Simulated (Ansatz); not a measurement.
## Bi (R-3m, 2 atoms in the cell) under biaxial strain in the (0001) plane, that of a and b

Aim: how do the optical modes of Bi (R-3m, 2 atoms in the cell) shift and split under this strain?

Method: DFT PBEsol, scalar-relativistic, plane waves, PAW; PAW set soft_1, in Ansatz 0.2.0.

The database entry behind the starting cell lists a temperature near 78 K, so it need not match the best structure at ambient conditions.

### 1. The structure

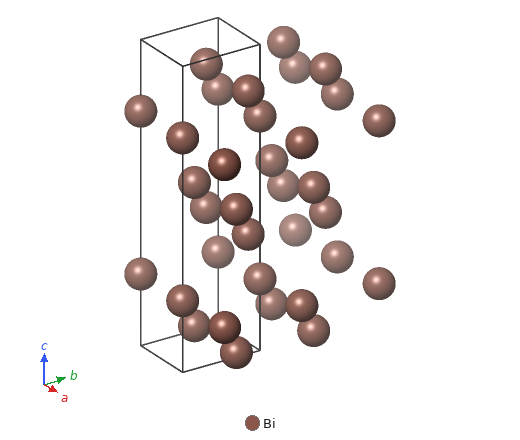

The cell as given, slightly off an axis (bismuth brown). 2×2×1 cells are drawn. This picture shows the conventional cell, with its axes. Some periodic images of atoms are drawn too.

### 2. Relaxation

Harmonic phonons are second derivatives at a point where the forces vanish, and they are wanted at zero stress, so atoms and cell are relaxed first.

The input, input.yaml:

```yaml
crystal:
  lattice:
    - [2.2675, 1.3091417354, 3.938]
    - [-2.2675, 1.3091417354, 3.938]
    - [0.0, -2.6182834708, 3.938]
  atoms:
    - { symbol: Bi, position: [0.234, 0.234, 0.234] }
    - { symbol: Bi, position: [0.766, 0.766, 0.766] }
kpoints:
  mp_grid: { grid: [12, 12, 12] }
hamiltonian:
  xc: pbesol
  pseudopotentials: { kind: paw, azcp: { folder: soft_1 }, xc_functional: pbe }
scf:
  occupations: { method: gaussian, width: 0.1 }
output:
  forces: true
  stress: true
  eigenvalues: true
relax:
  adjacent_minimum: "off"
  f_tol: 0.005
  max_steps: 80
  cell: { stress_tol: 0.05 }
```

Command:

```
$ ansatz run input.yaml --threads 4 --pin off --max-ram 10240MiB --backend cpu --events-out ev --progress --plain --runs-dir out
```

Numbers of over 12 decimals in the logs are rounded to 6 here.

The log of the run:

```text
Engine: ansatz 0.2.0, aarch64-unknown-linux-gnu
Pseudopotentials: kind: paw
Pseudopotential: Bi, paw, valence charge 15, recommended cutoff 420 eV (normal), soft_1/Bi.paw.azcp
Functional definition: PBEsol
  exchange = pbesol_x
  correlation = pbesol_c
Crystal: 2 atoms, lattice volume = 70.139 Å³
Basis set: ecut = 420 eV, 1369 PW (Γ), exchange–correlation on 64×64×64 points (8 copies of the dense FFT grid, shifted against one another)
Bands: 19, of which v1, the nominal top of the filled ones, is band 15 counted from 1 (14 counted from 0)
Symmetry: 12 space group operations
Space group: R-3m (ITA 166), of the structure as read, at distance tolerance 4.1e-5 Å
k-points: 189 of 1728
Non-local potential: Bi, projectors of the file, l = 0: 2, l = 1: 2, l = 2: 2, l = 3: 1
PAW form: soft (Blöchl's): semilocal exchange-correlation on the pseudo side does not see the compensation charge
PAW frozen core: Bi, regenerated for the run's functional, and the local potential with it (the file was generated under x = pbe(κ = 0.804, μ = 0.219515), c = pbe(β = 0.066725))
PAW one-centre angular grid: Bi, 590 points (default); XC on 64 Gauss nodes
Initial density: superposition of atomic densities (chi_scale 0.1, normalization cell)
Initial wavefunctions: pseudopotential atomic-orbital guess
Functional: x = pbesol(κ = 0.804, μ = 0.123457), c = pbesol(β = 0.046)
SCF iter   1: F=—  HF=-24488.940238 eV  |F-HF|=—  |Δ(HF+E_count)|=         —  Δρ=1.15e-2  dr2=7.73e-2  ethr=3.10e-3  ⟨swp⟩=6.0  Hψ=18109  notcnv=0
preconditioner: auto → Kerker (q_TF=auto, 2.368 Å⁻¹)  [metal: Δε(μ)=0.041 eV  Ē_g=20.185 eV  σ=0.100 eV  W_gap=0.23  n_scr=14 (ndim 8)  ℏωp=24.3 eV  f_vac=0.000  D(μ)=0.23/eV (n_scr^D=0)]
SCF iter   2: F=—  HF=-24488.931059 eV  |F-HF|=—  |Δ(HF+E_count)|=   9.18e-3  Δρ=7.40e-3  dr2=3.37e-2  ethr=2.58e-4  ⟨swp⟩=1.0  Hψ=5103  notcnv=0
SCF iter   3: F=—  HF=-24488.926781 eV  |F-HF|=—  |Δ(HF+E_count)|=   4.28e-3  Δρ=8.94e-4  dr2=8.54e-4  ethr=1.12e-4  ⟨swp⟩=2.0  Hψ=6429  notcnv=0
SCF iter   4: F=—  HF=-24488.926719 eV  |F-HF|=—  |Δ(HF+E_count)|=   6.27e-5  Δρ=3.86e-4  dr2=1.31e-4  ethr=2.85e-6  ⟨swp⟩=2.0  Hψ=6428  notcnv=0
SCF iter   5: F=—  HF=-24488.926700 eV  |F-HF|=—  |Δ(HF+E_count)|=   1.88e-5  Δρ=1.37e-4  dr2=2.56e-5  ethr=4.36e-7  ⟨swp⟩=2.0  Hψ=5943  notcnv=0
SCF iter   6: F=—  HF=-24488.926701 eV  |F-HF|=—  |Δ(HF+E_count)|=   1.03e-6  Δρ=2.72e-5  dr2=8.40e-7  ethr=8.53e-8  ⟨swp⟩=2.0  Hψ=4554  notcnv=0
SCF iter   7: F=-24488.926701 eV  HF=-24488.926701 eV  |F-HF|=1.08e-8  |Δ(HF+E_count)|=   2.34e-7  Δρ=5.82e-6  dr2=5.02e-8  ethr=3.33e-10  ⟨swp⟩=6.1  Hψ=17365  notcnv=0
SCF 1 converged in 7 iterations: F = -24488.926701 eV  dr2 = 5.02e-8
  greatest PAW one-centre occupation: 0.988 electrons in one spin orbital (limit 2), on the Bi atom at site 1 (counted from 0), in its partial waves of l = 2
relax step   1: F+E_penalty+E_count = -24488.92670101 eV  Δ(F+E_penalty+E_count) = +0.000e0 eV  max|allowed force component| = 1.576e-1 eV/Å  Δτ_max = 0.0000 Å  P = -0.217 GPa  Ω = 70.139 Å³  (7 SCF iters, dr2 threshold 1.00e-7 eV, accepted)
Crystal: 2 atoms, lattice volume = 69.388 Å³
Basis set: ecut = 420 eV, 1333 PW (Γ), exchange–correlation on 64×64×64 points (8 copies of the dense FFT grid, shifted against one another)
Initial density: handed on by an earlier stage of this run
Initial wavefunctions: those handed on with the density
iter 1 solved again at ethr=1.71e-6 eV; its pass at ethr=3.10e-3 eV (dr2=5.13e-4 eV) is discarded
SCF iter   1: F=—  HF=-24488.931024 eV  |F-HF|=—  |Δ(HF+E_count)|=         —  Δρ=9.35e-4  dr2=5.04e-4  ethr=1.71e-6  ⟨swp⟩=2.2  Hψ=22733  notcnv=0
preconditioner: auto → Kerker (q_TF=auto, 2.372 Å⁻¹)  [metal: Δε(μ)=0.057 eV  Ē_g=20.300 eV  σ=0.100 eV  W_gap=0.31  n_scr=14 (ndim 8)  ℏωp=24.4 eV  f_vac=0.000  D(μ)=0.27/eV (n_scr^D=0)]
SCF iter   2: F=—  HF=-24488.930949 eV  |F-HF|=—  |Δ(HF+E_count)|=   7.50e-5  Δρ=5.62e-4  dr2=1.86e-4  ethr=1.68e-6  ⟨swp⟩=1.0  Hψ=3591  notcnv=0
SCF iter   3: F=—  HF=-24488.930918 eV  |F-HF|=—  |Δ(HF+E_count)|=   3.11e-5  Δρ=7.51e-5  dr2=4.99e-6  ethr=6.20e-7  ⟨swp⟩=3.0  Hψ=6434  notcnv=0
SCF iter   4: F=—  HF=-24488.930918 eV  |F-HF|=—  |Δ(HF+E_count)|=   1.81e-7  Δρ=2.08e-5  dr2=5.27e-7  ethr=1.66e-8  ⟨swp⟩=2.7  Hψ=5732  notcnv=0
SCF iter   5: F=-24488.930918 eV  HF=-24488.930918 eV  |F-HF|=1.11e-9  |Δ(HF+E_count)|=   2.73e-8  Δρ=7.26e-6  dr2=7.70e-8  ethr=6.67e-10  ⟨swp⟩=5.0  Hψ=14492  notcnv=0
SCF 2 converged in 5 iterations: F = -24488.930918 eV  dr2 = 7.70e-8
relax step   2: F+E_penalty+E_count = -24488.93091823 eV  Δ(F+E_penalty+E_count) = -4.217e-3 eV  max|allowed force component| = 4.042e-2 eV/Å  Δτ_max = 0.0295 Å  P = -0.248 GPa  Ω = 69.388 Å³  energy of the carried Pulay correction = +5.090e-5 eV  (5 SCF iters, dr2 threshold 2.00e-7 eV, accepted)
Crystal: 2 atoms, lattice volume = 68.988 Å³
iter 1 solved again at ethr=2.93e-7 eV; its pass at ethr=3.10e-3 eV (dr2=8.80e-5 eV) is discarded
SCF iter   1: F=—  HF=-24488.931974 eV  |F-HF|=—  |Δ(HF+E_count)|=         —  Δρ=1.69e-4  dr2=2.64e-5  ethr=2.93e-7  ⟨swp⟩=3.8  Hψ=23524  notcnv=0
preconditioner: auto → Kerker (q_TF=auto, 2.375 Å⁻¹)  [metal: Δε(μ)=0.070 eV  Ē_g=20.332 eV  σ=0.100 eV  W_gap=0.37  n_scr=14 (ndim 8)  ℏωp=24.5 eV  f_vac=0.000  D(μ)=0.26/eV (n_scr^D=0)]
SCF iter   2: F=—  HF=-24488.931972 eV  |F-HF|=—  |Δ(HF+E_count)|=   1.28e-6  Δρ=1.14e-4  dr2=1.37e-5  ethr=8.82e-8  ⟨swp⟩=1.0  Hψ=3591  notcnv=0
SCF iter   3: F=—  HF=-24488.931970 eV  |F-HF|=—  |Δ(HF+E_count)|=   2.59e-6  Δρ=1.94e-5  dr2=4.31e-7  ethr=4.56e-8  ⟨swp⟩=2.0  Hψ=4147  notcnv=0
SCF iter   4: F=-24488.931970 eV  HF=-24488.931970 eV  |F-HF|=1.23e-8  |Δ(HF+E_count)|=   9.35e-8  Δρ=5.43e-6  dr2=2.48e-8  ethr=6.67e-10  ⟨swp⟩=5.3  Hψ=14915  notcnv=0
SCF 3 converged in 4 iterations: F = -24488.931970 eV  dr2 = 2.48e-8
relax step   3: F+E_penalty+E_count = -24488.93197000 eV  Δ(F+E_penalty+E_count) = -1.052e-3 eV  max|allowed force component| = 1.059e-2 eV/Å  Δτ_max = 0.0022 Å  P = +0.055 GPa  Ω = 68.988 Å³  energy of the carried Pulay correction = +7.819e-5 eV  (4 SCF iters, dr2 threshold 2.00e-7 eV, accepted)
[...]
relax step   4: F+E_penalty+E_count = -24488.93239711 eV  Δ(F+E_penalty+E_count) = -4.271e-4 eV  max|allowed force component| = 1.459e-2 eV/Å  Δτ_max = 0.0016 Å  P = +0.024 GPa  Ω = 68.945 Å³  energy of the carried Pulay correction = +8.115e-5 eV  (4 SCF iters, dr2 threshold 5.59e-8 eV, accepted)
[...]
relax step   5: F+E_penalty+E_count = -24488.93246560 eV  Δ(F+E_penalty+E_count) = -6.849e-5 eV  max|allowed force component| = 1.543e-3 eV/Å  Δτ_max = 0.0032 Å  P = -0.001 GPa  Ω = 68.886 Å³  energy of the carried Pulay correction = +8.517e-5 eV  (5 SCF iters, dr2 threshold 1.33e-8 eV, accepted)
Initial wavefunctions: pseudopotential atomic-orbital guess (no wavefunctions were taken with the density)
iter 1 solved again at ethr=1.83e-7 eV; its pass at ethr=3.10e-3 eV (dr2=5.49e-5 eV) is discarded
SCF iter   1: F=—  HF=-24488.932385 eV  |F-HF|=—  |Δ(HF+E_count)|=         —  Δρ=1.34e-5  dr2=2.36e-8  ethr=1.83e-7  ⟨swp⟩=3.6  Hψ=29437  notcnv=0
eigensolver tolerance schedule: the retry pair's looser diagonalisation over-reported the residual by 2324.15 of it (diagonalisation noise at 0.16 of the residual, at the tolerance the schedule requests for it); recorded, not acted on — ethr = c·dr2/N_el stays at c = 1.0e-1
preconditioner: auto → Kerker (q_TF=auto, 2.375 Å⁻¹)  [metal: Δε(μ)=0.080 eV  Ē_g=20.335 eV  σ=0.100 eV  W_gap=0.40  n_scr=14 (ndim 8)  ℏωp=24.5 eV  f_vac=0.000  D(μ)=0.25/eV (n_scr^D=0)]
SCF iter   2: F=—  HF=-24488.932382 eV  |F-HF|=—  |Δ(HF+E_count)|=   2.47e-6  Δρ=7.02e-6  dr2=6.46e-9  ethr=7.86e-11  ⟨swp⟩=2.1  Hψ=6371  notcnv=0
SCF iter   3: F=—  HF=-24488.932382 eV  |F-HF|=—  |Δ(HF+E_count)|=   6.17e-9  Δρ=1.08e-6  dr2=3.77e-10  ethr=2.15e-11  ⟨swp⟩=3.0  Hψ=6690  notcnv=0
SCF iter   4: F=—  HF=-24488.932382 eV  |F-HF|=—  |Δ(HF+E_count)|=  1.89e-10  Δρ=1.82e-7  dr2=4.45e-11  ethr=1.26e-12  ⟨swp⟩=2.0  Hψ=4538  notcnv=0
SCF iter   5: F=-24488.932382 eV  HF=-24488.932382 eV  |F-HF|=1.46e-11  |Δ(HF+E_count)|=  1.82e-11  Δρ=5.37e-8  dr2=2.90e-12  ethr=1.00e-12  ⟨swp⟩=6.1  Hψ=14989  notcnv=0
SCF 6 converged in 5 iterations: F = -24488.932382 eV  dr2 = 2.90e-12
relax step   6: F+E_penalty+E_count = -24488.93238224 eV  Δ(F+E_penalty+E_count) = +8.336e-5 eV  max|allowed force component| = 1.541e-3 eV/Å  Δτ_max = 0.0000 Å  P = -0.001 GPa  Ω = 68.886 Å³  stress off target by 1.40e-2 GPa  SCF on the basis re-selected at this cell (its energy is not comparable with the rows above)  (5 SCF iters)
basis re-selected at this cell: Δ(F+E_penalty+E_count) = +8.336e-5 eV, ΔP = -0.000 GPa vs the last step (what re-selecting the basis moved, of the pressure what is left beyond the Pulay correction that the steps carried, after the strain that the cell walked since its last selection, with what the two solves' SCF thresholds leave and, on support functions, any second-order correction that the steps lacked; it is no m [...]
SCF converged after 5 iterations
Free energy (F): -24488.932382 eV
Harris-Foulkes:  -24488.932382 eV  (|F-HF|=1.46e-11)
Internal energy: -24488.931156 eV  (E = F + TS)
E sigma→0 (E₀):  -24488.931769 eV
Entropy (-TS):   -0.001226 eV (-0.613 meV/atom)
Fermi energy:    9.874881 eV
--- Per-component energies (eV) ---
  E_band       = -212.251177
  E_kinetic    = 508.771207
  E_local      = -2678.402868  (includes V_loc(G=0)·N_el)
  E_nonlocal   = 820.632811
  E_hartree    = 995.081583
  E_xc         = -300.608018
  E_vxc        = -261.637892  (∫ρ·V_xc dr)
  E_paw        = -21019.205544  (= ΣΔE_a)
  E_vpaw       = -591.778035  (= ΣTr[D̂ρ^β])
  E_aug_tail   = 0.000411  (compensation charges beyond the density's cutoff)
  E_ewald      = -2815.380327
  E_core_change = 0.179589  (= ΣΔE_core)
  E_smearing   = -0.001226  (= −TS)
  E_closure    = 0.000000  (closes the sum)
  Σ components = -24488.932382   (vs F -24488.932382, Δ=0.00e0)
--- Forces (eV/Å), atoms counted from 1 ---
  atom   1  Bi     0.00000000     0.00000000    -0.00154129
  atom   2  Bi    -0.00000000    -0.00000000     0.00154129
  max |Σ_I F_I| component: 1.85e-17 eV/Å
--- Stress (GPa, compression-positive) ---
        0.005243       0.000000      -0.000000
        0.000000       0.005243       0.000000
       -0.000000       0.000000      -0.014015
  P = ⅓ Tr σ = -0.0012 GPa (-0.012 kbar)
--- Band table (eV; the first three rows and the last of 189) ---
  k-point 0: bands = [... 11 lower, 2.4710, 8.3714, 8.6448, 8.6448, 12.6145, 12.9304, 12.9304, 15.3767]
  k-point 1: bands = [... 11 lower, 2.3077, 8.4066, 8.6468, 8.6577, 12.4565, 12.5867, 12.7386, 15.0804]
  k-point 2: bands = [... 11 lower, 1.8595, 8.4757, 8.6585, 8.7166, 11.7804, 12.1399, 12.2655, 14.8454]
  k-point 188: bands = [... 11 lower, -0.2645, 9.0347, 9.3511, 9.3511, 10.4138, 10.4138, 10.4557, 17.0938]
--- Relaxed structure (5 steps of the walk, 5 accepted, 1 SCFs on fresh bases) ---
  F+E_penalty+E_count = -24488.93238224 eV   max|allowed force component| = 1.541e-3 eV/Å   (the final SCF, on the basis selected at the relaxed cell)
  cell:  # Å, volume = 68.8859 Å³
    - [2.262524, 1.306269, 3.884665]
    - [-2.262524, 1.306269, 3.884665]
    - [0, -2.612538, 3.884665]
  atoms:
    - { symbol: Bi, position: [0.236718, 0.236718, 0.236718] }
    - { symbol: Bi, position: [0.763282, 0.763282, 0.763282] }
```

It took 19 s on 4 threads of Arm Neoverse V1, shared host; peak memory 0.51 GiB.

Relaxation path:

```tsv
step	energy less that of the first step (eV)	largest force component (eV/Å)	pressure (GPa)	volume (Å³)
1	0.0000	0.1576	-0.22	70.14
2	-0.0042	0.0404	-0.25	69.39
3	-0.0053	0.0106	0.05	68.99
4	-0.0057	0.0146	0.02	68.94
5	-0.0058	0.0015	0.00	68.89
6*	-0.0057	0.0015	0.00	68.89
```

Relaxation steps marked * repeat the geometry before them on a plane-wave basis chosen anew for their cell, so energy and pressure can jump there.

The run keeps the 12 symmetry operations that it works with, so distortions that break them were not tested.

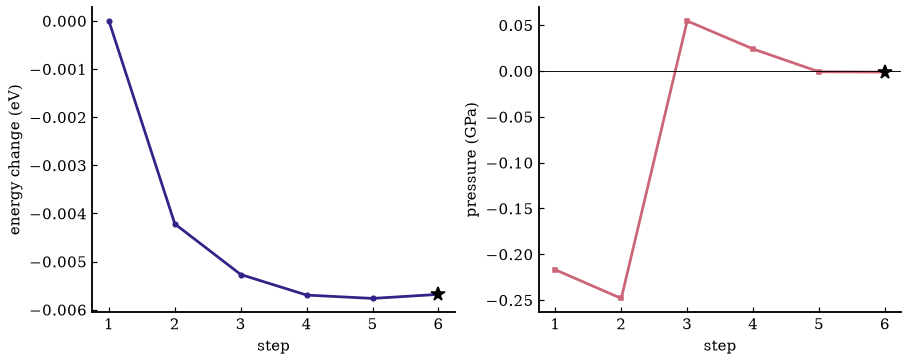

Energy and pressure along the relaxation. Stars mark steps on a basis chosen anew.

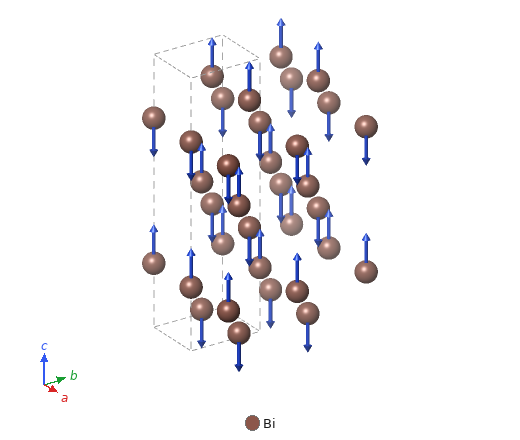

Displacements in the relaxation, exaggerated, measured against the changing cell; the longest in the cell stands for 0.03 Å. 2×2×1 conventional cells are drawn. Some periodic images of atoms are drawn too.

```tsv
conventional cell, symmetrised	before	after	change
a (Å)	4.535	4.525	-0.2 %
b (Å)	4.535	4.525	-0.2 %
c (Å)	11.814	11.654	-1.4 %
volume (Å³/atom)	35.07	34.44	-1.8 %
```

The atoms that moved most (Å, as changes of fractional coordinates times the final cell):

```tsv
atom	dx	dy	dz	length
Bi1	0.000	0.000	0.032	0.032
Bi2	0.000	0.000	-0.032	0.032
```

The relaxed structure:

```xyz
2
Lattice="2.2625 1.3063 3.8847 -2.2625 1.3063 3.8847 0.0000 -2.6125 3.8847" Properties=species:S:1:pos:R:3 pbc="T T T"
Bi    0.0000    0.0000    2.7587
Bi    0.0000    0.0000    8.8953
```

This step gave:

* pressure: -0.001177 GPa
* volume per atom: 34.44 Å³
* gap on the k-mesh: 0 eV

In this step the volume went from 35.07 to 34.44 Å³/atom.

### 3. Tight relaxation

Phonons need small forces and stress, so the relaxation is finished with tight tolerances on 12×12×12 k points.

input.yaml, the sections that differ from step 2:

```yaml
crystal:
  lattice:
    - [2.2625239534, 1.3062688136, 3.8846650256]
    - [-2.2625239534, 1.3062688136, 3.8846650256]
    - [0.0, -2.6125376271, 3.8846650256]
  atoms:
    - { symbol: Bi, position: [0.2367176603, 0.2367176603, 0.2367176603] }
    - { symbol: Bi, position: [0.7632823397, 0.7632823397, 0.7632823397] }
scf:
  occupations: { method: methfessel_paxton, width: 0.2 }
relax:
  adjacent_minimum: "off"
  f_tol: 0.001
  max_steps: 60
  cell: { stress_tol: 0.01 }
# kpoints, hamiltonian, output: as in step 2
```

The log of the run:

```text
[...]
Crystal: 2 atoms, lattice volume = 68.886 Å³
Basis set: ecut = 420 eV, 1333 PW (Γ), exchange–correlation on 64×64×64 points (8 copies of the dense FFT grid, shifted against one another)
Bands: 19, of which v1, the nominal top of the filled ones, is band 15 counted from 1 (14 counted from 0)
Symmetry: 12 space group operations
[...]
k-points: 189 of 1728
[...]
k-point 188: bands = [... 11 lower, -0.2621, 9.0307, 9.3480, 9.3480, 10.4134, 10.4134, 10.4560, 17.0925]
--- Relaxed structure (3 steps of the walk, 3 accepted, 1 SCFs on fresh bases) ---
[...]
cell:  # Å, volume = 68.8876 Å³
    - [2.262771, 1.306412, 3.883908]
    - [-2.262771, 1.306412, 3.883908]
    - [0, -2.612823, 3.883908]
  atoms:
    - { symbol: Bi, position: [0.236679, 0.236679, 0.236679] }
    - { symbol: Bi, position: [0.763321, 0.763321, 0.763321] }
[key lines of the parts left out:]
SCF converged after 5 iterations
Free energy (F): -24488.931452 eV
Fermi energy:    9.872618 eV
P = ⅓ Tr σ = 0.0003 GPa (0.003 kbar)
```

It took 13 s on 4 threads; peak memory 0.51 GiB; 50 s of CPU time.

Little changed from the start: no atom moved by 0.005 Å and no cell edge by 0.1 %.

This step gave:

```
pressure : 3.46e-4 GPa
```

The largest force component left is 0.012 meV/Å and the pressure is 0.000 GPa, within the tolerances set. The cell now holds 34.44 Å³/atom.

### 4. Modes at rest

Phonons follow from the second derivative of the energy, found here by linear response.

The modes at rest are the reference of the series.

input.yaml, the sections that differ from step 3:

```yaml
crystal:
  lattice:
    - [2.2627711995, 1.3064115611, 3.8839076286]
    - [-2.2627711995, 1.3064115611, 3.8839076286]
    - [0.0, -2.6128231222, 3.8839076286]
  atoms:
    - { symbol: Bi, position: [0.2366793767, 0.2366793767, 0.2366793767] }
    - { symbol: Bi, position: [0.7633206233, 0.7633206233, 0.7633206233] }
output:
  eigenvalues: true
phonons:
  method: dfpt
# kpoints, hamiltonian, scf: as in step 3
# relax: removed
```

The log of the run:

```text
[...]
Crystal: 2 atoms, lattice volume = 68.888 Å³
Basis set: ecut = 420 eV, 1333 PW (Γ), exchange–correlation on 64×64×64 points (8 copies of the dense FFT grid, shifted against one another)
Bands: 19, of which v1, the nominal top of the filled ones, is band 15 counted from 1 (14 counted from 0)
Symmetry: 12 space group operations
k-points: 476 of 1728 (irreducible under 2 space group operations, time reversal used)
[...]
SCF iter   1: F=—  HF=-24488.944561 eV  |F-HF|=—  |Δ(HF+E_count)|=         —  Δρ=1.12e-2  dr2=7.29e-2  ethr=3.10e-3  ⟨swp⟩=5.5  Hψ=43732  notcnv=0
[...]
SCF iter  10: F=-24488.931452 eV  HF=-24488.931452 eV  |F-HF|=1.46e-11  |Δ(HF+E_count)|=  2.91e-11  S|Δr|=    0.00e0  Δρ=6.75e-8  dr2=7.01e-12  ethr=1.00e-12  ⟨swp⟩=5.3  Hψ=35038  notcnv=0
SCF 1 converged in 10 iterations: F = -24488.931452 eV  dr2 = 7.01e-12
[...]
DFPT response loops at Γ: preconditioner auto → Kerker (q_TF=auto, 2.375 Å⁻¹) (partly filled bands, converged f_vac=0.000); β = 1.00, the filter's whole step (`scf.mixing.beta` (0.50) is not read by the response loops under this deck's `scf.mixing.preconditioner`; to damp them name `kerker` or `kerker_dos`, under which they read `scf.mixing.beta`, and type it under 1.00, their step now; both keys bind the ground state too); Broyden in place of MSR1
SCF converged after 10 iterations
[...]
Free energy (F): -24488.931452 eV
[...]
Internal energy: -24488.933009 eV  (E = F + TS)
E sigma→0 (E₀):  -24488.931841 eV
Entropy (-TS):   0.001556 eV (0.778 meV/atom)
Fermi energy:    9.872618 eV
[...]
--- Band table (eV; the first three rows and the last of 476) ---
  k-point 0: bands = [... 11 lower, 2.4711, 8.3742, 8.6428, 8.6428, 12.6113, 12.9299, 12.9299, 15.3799]
  k-point 1: bands = [... 11 lower, 2.3077, 8.4092, 8.6448, 8.6560, 12.4541, 12.5862, 12.7384, 15.0799]
  k-point 2: bands = [... 11 lower, 1.8594, 8.4774, 8.6564, 8.7159, 11.7801, 12.1388, 12.2659, 14.8446]
  k-point 475: bands = [... 11 lower, -0.2621, 9.0307, 9.3480, 9.3480, 10.4134, 10.4134, 10.4560, 17.0925]
--- Phonons (Γ-DFPT): 2 representative perturbations + reference, on 476 of 1728 k-points (Σ response iterations 6) ---
  k mesh reduced under 2 symmetry operations, with k and −k counted as one. Each operation leaves every solved perturbation unchanged. A smaller set is not used because it would not reduce the number of displacements times k-points to solve
  ASR residual: 2.067e-5 → 0.000e0 eV/Å²; symmetrization residual: 2.592e-5 eV/Å²
  ASR residual per site (eV/Å²): 2.07e-5 2.07e-5
  Γ frequencies (cm⁻¹): 0.00 0.00 0.00 65.25 65.25 99.19
  non-analytic LO–TO correction: not included (Born effective charges unavailable; polar crystals: no LO–TO splitting at Γ)
```

The job ended after 43 s (4 threads; peak memory 1.8 GiB; 2.7 min of CPU time).

Reading the cycles: dr2 is the Hartree energy of the density residual (eV), the measure of convergence; HF is the Harris–Foulkes estimate of the energy, which meets the free energy F at convergence.

Numbers from this step:

```yaml
sum_rule_residual_before_enforcement: 2.07e-5 eV/Å²
point_group: -3m
highest_optical_mode_at_the_zone_centre_no_lo_to_term: 99.19 cm⁻¹
lowest_optical_zone_centre_mode: 65.25 cm⁻¹
```

Patterns of degenerate modes are one choice out of their space. Modes at Γ:

```tsv
mode	frequency (cm⁻¹)	symmetry
1	0.0	acoustic
2	0.0	acoustic
3	0.0	acoustic
4	65.2	Eg
5	65.2	Eg
6	99.2	A1g
```

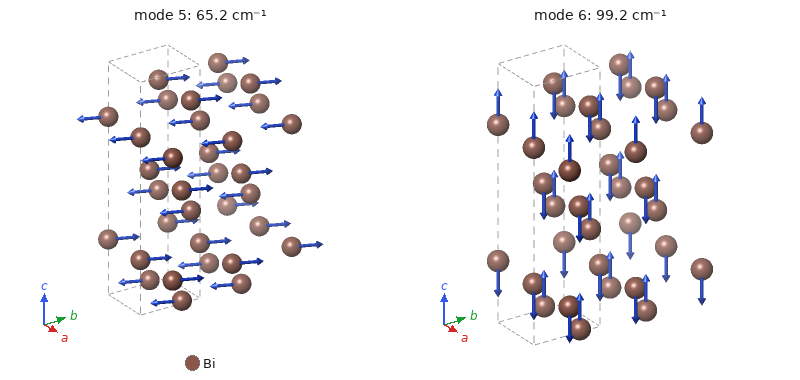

Displacement patterns of modes 5 and 6 at Γ; arrows are exaggerated. 2×2×1 conventional cells are drawn. Some periodic images of atoms are drawn too.

Before it was imposed, the acoustic sum rule was missed by 2.1e-5 eV/Å². Small misses are needed for a sound result but don't prove that mesh and cutoff are converged. The lowest optical mode is real, 65.2 cm⁻¹.

(Continued in part 2 of 2.)

[Logs are printed without paths, hosts, clocks, repeated set-up lines and the standing remarks that a program may print on its own settings, such as how far it seeks lower states.]

[Hosts, paths, dates, database ids (printed as entryN), source tags and the programs' standing remarks are cut or masked in the printed files.]
